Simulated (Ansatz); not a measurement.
# H3NO (hydroxylamine): levels of theory compared

Wanted: a comparison of 6 runs (HF/STO-3G, B2PLYP/STO-3G, revPBE/STO-3G, wB97X/STO-3G, UMP2/STO-3G, FCI/STO-3G) of H3NO (hydroxylamine). 

Program for the calculation: Ansatz 0.2.0.

45 further runs of the same task are left out: 2 that didn't finish, 43 set aside as unsound or not needed.

**1. The system as given**

H3NO: 5 atoms, total charge 0, spin state singlet. As SMILES, `NO`. The H4–N1 distance was set to 2.032 Å, away from the relaxed value. At this shape a bond of the SMILES string is far longer than usual.

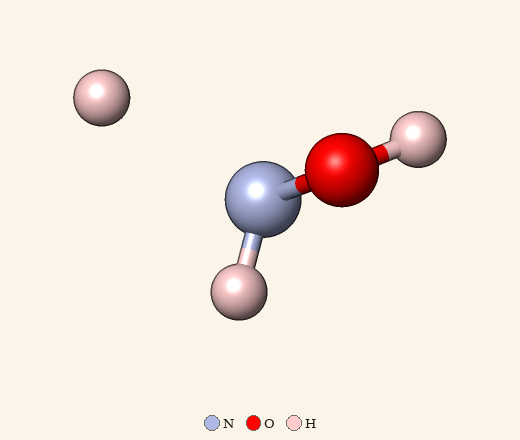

Viewed from a chosen angle; nitrogen light blue, oxygen red, hydrogen pink.

**2. A single-point energy at HF/STO-3G (run 1)**

Input file job.yaml:

```yaml
basis:
  gaussian: {orbitals: STO-3G}
crystal:
  periodic: [false, false, false]
  atoms:
    - symbol: "N"
      position_ang: [0.811397, -0.612737, -0.196132]
    - symbol: O
      position_ang: [1.340977, 0.414593, 0.633098]
    - symbol: H
      position_ang: [0.813827, -1.441467, 0.391808]
    - symbol: H
      position_ang: [-1.141650, -0.109840, -0.446210]
    - symbol: H
      position_ang: [2.081527, 0.743653, 0.117598]
hamiltonian: {xc: hf}
accuracy: high
```

Run with:

```bash
$ ansatz run job.yaml --threads 1 --pin off --max-ram 3480MiB --events-out events.jsonl --progress --plain --runs-dir runs
```

Log:

```text
Warning: RAYON_NUM_THREADS=1 ignored (pool sized by the plan → 1); use --threads N
Functional definition: HF
  name "HF"
  exchange = exact_x
  correlation = 0
208 factors; integrals over basis functions are off by at most 2.3e-8 eV
mean field evaluation 1: about -3509.5239 eV, gradient 1.3e1 eV
mean field evaluation 2: about -3509.6326 eV, gradient 1.3e1 eV
mean field evaluation 4: about -3510.4280 eV, gradient 2.0e0 eV
mean field evaluation 8: about -3510.4717 eV, gradient 1.0e-3 eV
mean field -3510.47052391 eV, -129.0074122714 hartree, gradient 1.9e-8 eV, S^2 0.000000; 0 other end points of the search recorded, 0 dependent functions left out
reference -3510.47052391 eV, -129.0074122714 hartree; 9, 9 occupied and 4, 4 virtual orbitals, 208 factors
Total energy: -3510.47052391 eV, -129.0074122714 hartree
```

It took 0.06 s on 1 thread of Arm Neoverse V1, shared host.

**3. The energy at B2PLYP/STO-3G (run 2)**

Input file run.yaml:

```yaml
crystal:
  periodic: [false, false, false]
  atoms:
    - {symbol: "N", position_ang: [0.811397, -0.612737, -0.196132]}
    - {symbol: O, position_ang: [1.340977, 0.414593, 0.633098]}
    - {symbol: H, position_ang: [0.813827, -1.441467, 0.391808]}
    - {symbol: H, position_ang: [-1.141650, -0.109840, -0.446210]}
    - {symbol: H, position_ang: [2.081527, 0.743653, 0.117598]}
basis:
  gaussian: {orbitals: STO-3G}
hamiltonian: {xc: {name: B2PLYP}}
correlation: {frozen_orbitals: {H: 0, "N": 1, O: 1}}
accuracy: high
```

Run with:

```bash
$ ansatz run run.yaml --threads 1 --pin off --max-ram 3480MiB --events-out events.jsonl --progress --plain --runs-dir runs
```

Log (excerpt; [...] marks lines left out):

```text
Warning: RAYON_NUM_THREADS=1 ignored (pool sized by the plan → 1); use --threads N
Functional definition: B2PLYP
  name "B2PLYP"
[...]
208 factors; integrals over basis functions are off by at most 2.3e-8 eV
[...]
mean field -3523.64000150 eV, -129.4913816460 hartree, gradient 5.2e-8 eV, S^2 0.000000; 0 other end points of the search recorded, 0 dependent functions left out; unrestricted orbitals would lower it
2 core orbitals not correlated: weight in the atoms' cores, before any rotation towards them, 1.000 or more for the frozen orbitals, at most 0.000 for the correlated occupied ones
reference -3523.64001757 eV, -129.4913822366 hartree; 7, 7 occupied and 4, 4 virtual orbitals, 208 factors
second order -6.03069907 eV of doubles, -0.00000000 eV of singles
Total energy: -3525.26830632 eV, -129.5512207444 hartree
```

Wall time 1 s (1 thread of Arm Neoverse V1, shared host).

Runs 3 to 5 aren't shown in full; the table further down has their settings and results.

**4. A single-point energy at FCI/STO-3G (run 6)**

Input file in.yaml:

```yaml
crystal:
  periodic: [false, false, false]
  atoms:
    - {symbol: N, position_ang: [0.811397, -0.612737, -0.196132]}
    - {symbol: O, position_ang: [1.340977, 0.414593, 0.633098]}
    - {symbol: H, position_ang: [0.813827, -1.441467, 0.391808]}
    - {symbol: H, position_ang: [-1.141650, -0.109840, -0.446210]}
    - {symbol: H, position_ang: [2.081527, 0.743653, 0.117598]}
basis:
  gaussian: {orbitals: STO-3G}
correlation: {method: fci, frozen_orbitals: {H: 0, "N": 1, O: 1}}
accuracy: high
```

Run with:

```bash
$ ansatz run in.yaml --threads 1 --pin off --max-ram 3480MiB --events-out events.jsonl --progress --plain --runs-dir runs
```

Log (excerpt; [...] marks lines left out):

```text
Warning: RAYON_NUM_THREADS=1 ignored (pool sized by the plan → 1); use --threads N
Functional definition: HF
  name "HF"
[...]
208 factors; integrals over basis functions are off by at most 2.3e-8 eV
[...]
mean field -3510.47052391 eV, -129.0074122714 hartree, gradient 1.9e-8 eV, S^2 0.000000; 0 other end points of the search recorded, 0 dependent functions left out; unrestricted orbitals would lower it
[...]
unrestricted determinant -3513.80745194 eV, -129.1300421146 hartree, S^2 0.9346
2 core orbitals not correlated: weight in the atoms' cores, before any rotation towards them, 1.000 or more for the frozen orbitals, at most 0.000 for the correlated occupied ones
reference -3510.47052391 eV, -129.0074122714 hartree; 7, 7 occupied and 4, 4 virtual orbitals, 208 factors
state -3516.90806527 eV, -129.2439875529 hartree
Total energy: -3516.90806527 eV, -129.2439875529 hartree
```

It took 0.58 s on 1 thread of Arm Neoverse V1, shared host.

**5. All runs side by side**

```
run          level  frozen core orbitals  energy (Eh)  wall time
  1      HF/STO-3G                     –  -129.007412     0.06 s
  2  B2PLYP/STO-3G                     2  -129.551221        1 s
  3  revPBE/STO-3G                     –  -129.741913     0.75 s
  4   wB97X/STO-3G                     –  -129.711001      3.6 s
  5    UMP2/STO-3G                     2  -129.199852     0.12 s
  6     FCI/STO-3G                     2  -129.243988     0.58 s
```

**6. What came out**

| quantity | value |
| --- | --- |
| run 6: total energy | -129.24399 Eh |
| run 6: correlation energy (2 core orbitals frozen) | -236.6 mEh |

What this shows: Against full CI in this basis: HF +236.6 mEh; UMP2 +44.1 mEh. Totals of different functionals can't be ranked against each other. In run 2 the log says that unrestricted orbitals would lower the reference, so the values rest on an unstable closed-shell determinant (other closed-shell runs at this shape may share the fault). In runs 1, 2, 3, 4, 5, 6 the basis is minimal, so the values are rough. In runs 1, 2, 3, 4 a closed-shell determinant meets a far-stretched bond, which it describes badly. Spin contamination of the reference: run 5 ⟨S²⟩ = 0.93. Where it is this large, the reference is a mixture of spin states, and values that rest on it are in doubt. All runs together took 6.1 s, the longest 3.6 s.
